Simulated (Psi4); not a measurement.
# triplet B2H4F2 at 4 levels

Wanted: a comparison of 4 runs (U-r2SCAN/cc-pVDZ, UBLYP/cc-pVDZ, UPBE/cc-pVDZ, USVWN5/cc-pVDZ) of triplet B2H4F2. 

The results are computed with Psi4 1.11.

## (1) Starting point

The species is B2H4F2 (8 atoms), meant as a triplet with charge 0. As SMILES of the parent species, `[BH2-]1[F+][BH2-][F+]1`. The coordinates come from a PBE0-D4/def2-TZVP relaxation. That shape belongs to the parent species and isn't relaxed for this state.

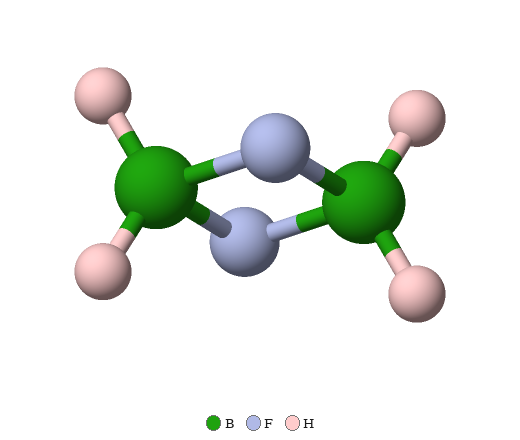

Viewed from a chosen angle; boron green, fluorine light blue, hydrogen pink.

## (2) Energy and gradient at U-r2SCAN/cc-pVDZ (run 1)

The input, job.json:

```json
{
  "schema_name": "qcschema_input",
  "schema_version": 1,
  "molecule": {
    "schema_name": "qcschema_molecule",
    "schema_version": 2,
    "symbols": ["B", "F", "B", "F", "H", "H", "H", "H"],
    "geometry": [-0.92218635, 1.79013756, -0.55520154, 1.20432246, 1.0128932, 1.26725034, 0.92218635, -1.78994859, 0.55539051, -1.2033776, -1.01270423, -1.2681952, -0.06803014, 2.94287049, -2.28713553, -2.72158356, 2.47251766, 0.60849181, 2.72158356, -2.47384047, -0.60773592, 0.0668963, -2.94192563, 2.28713553],
    "molecular_charge": 0,
    "molecular_multiplicity": 3,
    "fix_symmetry": "c1"
  },
  "driver": "gradient",
  "model": {
    "method": "r2scan",
    "basis": "cc-pVDZ"
  },
  "keywords": {
    "reference": "uks",
    "puream": true,
    "e_convergence": 1e-09,
    "d_convergence": 1e-08,
    "scf_type": "pk",
    "dft_radial_points": 99,
    "dft_spherical_points": 590,
    "maxiter": 100
  }
}
```

On the command line:

```console
$ psi4 --qcschema job.json -n 1 --memory 2200MB
```

stdout:

```text
[...]
  Running in c1 symmetry.
[...]
  Nuclear repulsion =  118.500675984207234
[...]
  Multiplicity = 3
[...]
  Nalpha       = 17
  Nbeta        = 15
[...]
    Number of basis functions: 76
[...]
   @UKS iter   1:  -251.39046079297717   -2.17348e-01   4.24166e-03 ADIIS/DIIS
[...]
   @UKS iter  14:  -251.47147285257725   -5.68434e-13   2.41733e-09 DIIS
[...]
   @S^2 Observed:                2.005148319E+00
[...]
  @UKS Final Energy:  -251.47147285257725
   => Energetics <=
    Nuclear Repulsion Energy =            118.5006759842072341
    One-Electron Energy =                -581.0690535355372504
    Two-Electron Energy =                 241.4362096247196234
    DFT Exchange-Correlation Energy =     -30.3393049259668608
    Empirical Dispersion Energy =           0.0000000000000000
    VV10 Nonlocal Energy =                  0.0000000000000000
    Total Energy =                       -251.4714728525772500
  UHF NO Occupations:
  HONO-2 :   15  A 1.9989345
  HONO-1 :   16  A 1.0000000
[...]
 Multipole Moments:
 ------------------------------------------------------------------------------------
     Multipole            Electronic (a.u.)      Nuclear  (a.u.)        Total (a.u.)
 ------------------------------------------------------------------------------------
 L = 1.  Multiply by 2.5417464519 to convert [e a0] to [Debye]
 Dipole X            :          0.0010571           -0.0010280            0.0000290
 Dipole Y            :          0.0001441           -0.0003753           -0.0002312
 Dipole Z            :         -0.0006782            0.0007458            0.0000676
 Magnitude           :                                                    0.0002426
[...]
  -Total Gradient:
     Atom            X                  Y                   Z
    ------   -----------------  -----------------  -----------------
       1        0.015550533368    -0.030132048805     0.009429311008
       2       -0.001200069225    -0.000956795600    -0.001276558610
       3       -0.015618935736     0.030110424416    -0.009350087605
       4        0.001207377902     0.000970806376     0.001242987255
       5       -0.001059269381    -0.013725153503     0.011961687465
       6        0.013845322376    -0.011090691621    -0.004296761686
       7       -0.013807527194     0.011088276840     0.004271840859
       8        0.001082016309     0.013735078276    -0.011982083728
[...]
```

The result, in JSON:

```text
{
 "driver": "gradient",
 "model": {
  "method": "r2scan",
  "basis": "cc-pVDZ"
 },
 "success": true,
 "return_result": [0.015550533367575184, -0.03013204880539424, 0.009429311007554281, -0.0012000692249261036, -0.000956795599527771, -0.0012765586097101544, -0.01561893573592732, 0.030110424416103676, -0.009350087604850246, 0.0012073779017409136, 0.0009708063758493701, 0.0012429872547826404, -0.0010592693807395803, -0.01372515350258921, 0.011961687464539295, 0.013845322375705432, -0.011090691621284288, -0.004296761686442246, -0.01380752719408987, 0.01108827684038638, 0.004271840858864451, 0.0010820163092091772, 0.013735078276060853, -0.011982083728167892],
 "properties": {
  "calcinfo_nbasis": 76,
  "calcinfo_nmo": 76,
  "calcinfo_nalpha": 17,
  "calcinfo_nbeta": 15,
  "calcinfo_natom": 8,
  "nuclear_repulsion_energy": 118.50067598420723,
  "return_energy": -251.47147285257725,
  "return_gradient": [0.015550533367575184, -0.03013204880539424, 0.009429311007554281, -0.0012000692249261036, -0.000956795599527771, -0.0012765586097101544, -0.01561893573592732, 0.030110424416103676, -0.009350087604850246, 0.0012073779017409136, 0.0009708063758493701, 0.0012429872547826404, -0.0010592693807395803, -0.01372515350258921, 0.011961687464539295, 0.013845322375705432, -0.011090691621284288, -0.004296761686442246, -0.01380752719408987, 0.01108827684038638, 0.004271840858864451, 0.0010820163092091772, 0.013735078276060853, -0.011982083728167892],
  "scf_one_electron_energy": -581.0690535355373,
  "scf_two_electron_energy": 241.43620962471962,
  "scf_xc_energy": -30.33930492596686,
  "scf_dipole_moment": [2.902570019487627e-05, -0.0002311840220847461, 6.757111396304971e-05],
  "scf_total_energy": -251.47147285257725,
  "scf_total_gradient": [0.015550533367575184, -0.03013204880539424, 0.009429311007554281, -0.0012000692249261036, -0.000956795599527771, -0.0012765586097101544, -0.01561893573592732, 0.030110424416103676, -0.009350087604850246, 0.0012073779017409136, 0.0009708063758493701, 0.0012429872547826404, -0.0010592693807395803, -0.01372515350258921, 0.011961687464539295, 0.013845322375705432, -0.011090691621284288, -0.004296761686442246, -0.01380752719408987, 0.01108827684038638, 0.004271840858864451, 0.0010820163092091772, 0.013735078276060853, -0.011982083728167892],
  "scf_iterations": 14
 }
}
```

Run time: 94 s. Hardware: 1 thread of AMD EPYC 7R43 (Zen 3), shared host; peak memory 1.5 GiB.

## (3) The energy at UBLYP/cc-pVDZ (run 2)

The input, input.in:

```
memory 2.2 GB

molecule m {
  0 3
  B     -0.488000     0.947300    -0.293800
  F      0.637300     0.536000     0.670600
  B      0.488000    -0.947200     0.293900
  F     -0.636800    -0.535900    -0.671100
  H     -0.036000     1.557300    -1.210300
  H     -1.440200     1.308400     0.322000
  H      1.440200    -1.309100    -0.321600
  H      0.035400    -1.556800     1.210300
  symmetry c1
}

set {
  basis                cc-pVDZ
  reference            uks
  puream               true
  e_convergence        1e-09
  d_convergence        1e-08
  scf_type             pk
  dft_radial_points    99
  dft_spherical_points 590
  maxiter              100
}

energy_value, wavefunction = energy("blyp", return_wfn=True)
```

On the command line:

```console
$ psi4 -n 1 input.in input.out
```

input.out:

```text
[...]
  Running in c1 symmetry.
[...]
  Nuclear repulsion =  118.500675990828697
[...]
  Multiplicity = 3
[...]
  Nalpha       = 17
  Nbeta        = 15
[...]
    Number of basis functions: 76
[...]
   @UKS iter   1:  -251.41470775523530   -1.44539e-01   5.22093e-03 DIIS/ADIIS
[...]
   @UKS iter  13:  -251.54391689638484   -3.09797e-12   6.48331e-09 DIIS
[...]
   @S^2 Observed:                2.001777888E+00
[...]
    Orbital Energies [Eh]
    ---------------------
    Alpha Occupied:
       1A    -24.392327     2A    -24.392307     3A     -6.617222
       4A     -6.617156     5A     -1.198526     6A     -1.144509
       7A     -0.579531     8A     -0.560171     9A     -0.514423
      10A     -0.497317    11A     -0.431094    12A     -0.427883
      13A     -0.423027    14A     -0.377062    15A     -0.348608
      16A     -0.307820    17A     -0.043448
    Alpha Virtual:
      18A      0.035730    19A      0.036174    20A      0.087557
      21A      0.104792    22A      0.118328    23A      0.149612
      24A      0.158153    25A      0.190429    26A      0.254527
[...]
  @UKS Final Energy:  -251.54391689638484
   => Energetics <=
    Nuclear Repulsion Energy =            118.5006759908286966
    One-Electron Energy =                -581.0443873363550438
    Two-Electron Energy =                 241.4054708187950098
    DFT Exchange-Correlation Energy =     -30.4056763696535235
    Empirical Dispersion Energy =           0.0000000000000000
    VV10 Nonlocal Energy =                  0.0000000000000000
    Total Energy =                       -251.5439168963848431
  UHF NO Occupations:
  HONO-2 :   15  A 1.9997126
  HONO-1 :   16  A 1.0000000
[...]
 Multipole Moments:
 ------------------------------------------------------------------------------------
     Multipole            Electronic (a.u.)      Nuclear  (a.u.)        Total (a.u.)
 ------------------------------------------------------------------------------------
 L = 1.  Multiply by 2.5417464519 to convert [e a0] to [Debye]
 Dipole X            :          0.0010480           -0.0010280            0.0000200
 Dipole Y            :          0.0001882           -0.0003753           -0.0001870
 Dipole Z            :         -0.0007032            0.0007458            0.0000426
 Magnitude           :                                                    0.0001929
[...]
```

Run time: 26 s. Hardware: 1 thread of AMD EPYC 7R43 (Zen 3), shared host; peak memory 1.2 GiB.

Run 3 isn't shown in full; the table further down has it.

## (4) The energy at USVWN5/cc-pVDZ (run 4)

The input, b2f2h4.xyz:

```xyz
8
B2F2H4
B     -0.488000     0.947300    -0.293800
F      0.637300     0.536000     0.670600
B      0.488000    -0.947200     0.293900
F     -0.636800    -0.535900    -0.671100
H     -0.036000     1.557300    -1.210300
H     -1.440200     1.308400     0.322000
H      1.440200    -1.309100    -0.321600
H      0.035400    -1.556800     1.210300
```

The input, job.py:

```python
import psi4

psi4.set_memory('2200 MB')
psi4.set_num_threads(1)
psi4.set_output_file('b2f2h4.out', False)

with open('b2f2h4.xyz') as f:
    atoms = ''.join(f.readlines()[2:])
mol = psi4.geometry('0 3\n' + atoms + 'symmetry c1')

psi4.set_options({
    'basis': 'cc-pVDZ',
    'reference': 'uks',
    'puream': True,
    'e_convergence': 1e-09,
    'd_convergence': 1e-08,
    'scf_type': 'pk',
    'dft_radial_points': 99,
    'dft_spherical_points': 590,
    'maxiter': 100,
})

e_tot, wfn = psi4.energy('scf', dft_functional={"name": "SVWN5", "x_functionals": {"LDA_X": {}}, "c_functionals": {"LDA_C_VWN": {}}}, return_wfn=True)
psi4.oeprop(wfn, 'MULLIKEN_CHARGES', 'MAYER_INDICES', 'QUADRUPOLE')
print(f'total energy {e_tot:.8f} hartree = {e_tot * 27.211386:.5f} eV')
for k, v in sorted(psi4.core.scalar_variables().items()):
    print(f'{k:45s} {v:18.10f}')
```

On the command line:

```console
$ python job.py
```

b2f2h4.out:

```text
[...]
  Running in c1 symmetry.
[...]
  Nuclear repulsion =  118.500675990828697
[...]
  Multiplicity = 3
[...]
  Nalpha       = 17
  Nbeta        = 15
[...]
    Number of basis functions: 76
[...]
   @UKS iter   1:  -249.59540629242250   -7.67833e-02   5.74852e-03 ADIIS/DIIS
[...]
   @UKS iter  13:  -249.74210603659481   -4.29168e-12   6.08662e-09 DIIS
[...]
   @S^2 Observed:                2.001024295E+00
[...]
  @UKS Final Energy:  -249.74210603659481
   => Energetics <=
    Nuclear Repulsion Energy =            118.5006759908286966
    One-Electron Energy =                -580.8759916863518811
    Two-Electron Energy =                 241.1651819091894993
    DFT Exchange-Correlation Energy =     -28.5319722502611199
    Empirical Dispersion Energy =           0.0000000000000000
    VV10 Nonlocal Energy =                  0.0000000000000000
    Total Energy =                       -249.7421060365948051
  UHF NO Occupations:
  HONO-2 :   15  A 1.9998320
  HONO-1 :   16  A 1.0000000
[...]
 Multipole Moments:
 ------------------------------------------------------------------------------------
     Multipole            Electronic (a.u.)      Nuclear  (a.u.)        Total (a.u.)
 ------------------------------------------------------------------------------------
 L = 1.  Multiply by 2.5417464519 to convert [e a0] to [Debye]
 Dipole X            :          0.0010435           -0.0010280            0.0000154
 Dipole Y            :          0.0001964           -0.0003753           -0.0001789
 Dipole Z            :         -0.0007052            0.0007458            0.0000406
 Magnitude           :                                                    0.0001841
 L = 2.  Multiply by 1.3450342976 to convert [e a0^2] to [Debye ang]
 Quadrupole XX       :        -68.1780156           49.4140044          -18.7640111
 Quadrupole XY       :          7.8992422           -8.4198277           -0.5205855
[...]
  Mulliken Charges: (a.u.)
   Center  Symbol    Alpha    Beta     Spin     Total
       1     B     2.91474  2.27516  0.63958 -0.18989
       2     F     4.53423  4.43298  0.10125  0.03279
       3     B     2.91467  2.27520  0.63947 -0.18987
       4     F     4.53427  4.43298  0.10129  0.03274
       5     H     0.52551  0.39593  0.12958  0.07856
       6     H     0.52553  0.39592  0.12961  0.07855
       7     H     0.52552  0.39591  0.12962  0.07857
       8     H     0.52553  0.39592  0.12962  0.07855
   Total alpha = 17.00000, Total beta = 15.00000, Total charge =  0.00000
[...]
```

The script printed:

```text
total energy -249.74210604 hartree = -6795.82885 eV
CURRENT ENERGY                                   -249.7421060366
CURRENT REFERENCE ENERGY                         -249.7421060366
DD SOLVATION ENERGY                                 0.0000000000
DFT FUNCTIONAL TOTAL ENERGY                      -249.7421060366
DFT TOTAL ENERGY                                 -249.7421060366
DFT VV10 ENERGY                                     0.0000000000
DFT XC ENERGY                                     -28.5319722503
GRID ELECTRONS ALPHA                               17.0000015949
GRID ELECTRONS BETA                                15.0000009464
GRID ELECTRONS TOTAL                               32.0000025413
NUCLEAR REPULSION ENERGY                          118.5006759908
ONE-ELECTRON ENERGY                              -580.8759916864
PCM POLARIZATION ENERGY                             0.0000000000
PE ENERGY                                           0.0000000000
SCF ITERATION ENERGY                             -249.7421060366
SCF ITERATIONS                                     13.0000000000
SCF TOTAL ENERGY                                 -249.7421060366
TWO-ELECTRON ENERGY                               241.1651819092
XC GRID RADIAL POINTS                              99.0000000000
XC GRID SPHERICAL POINTS                          590.0000000000
XC GRID TOTAL POINTS                           443156.0000000000
```

Wall time 23 s (1 thread of AMD EPYC 7R43 (Zen 3), shared host); peak memory 0.55 GiB.

## (5) All runs side by side

```csv
run,level,task,energy (Eh),dipole moment (D),HOMO energy (eV),⟨S²⟩,wall time
1,U-r2SCAN/cc-pVDZ,gradient,-251.471473,0.00,-1.52,2.005,94 s
2,UBLYP/cc-pVDZ,energy,-251.543917,0.00,-1.18,2.002,26 s
3,UPBE/cc-pVDZ,gradient,-251.320807,0.00,-1.42,2.002,40 s
4,USVWN5/cc-pVDZ,energy,-249.742106,0.00,-1.53,2.001,23 s
```

## (6) What came out

```
                                 quantity          value
                      run 4: total energy  -249.74211 Eh
                     run 4: dipole moment         0.00 D
run 4: HOMO energy (highest over α and β)       -1.53 eV
                              run 4: ⟨S²⟩          2.001
```

Totals of different functionals can't be ranked against each other. All runs together took 3 min, the longest 94 s.
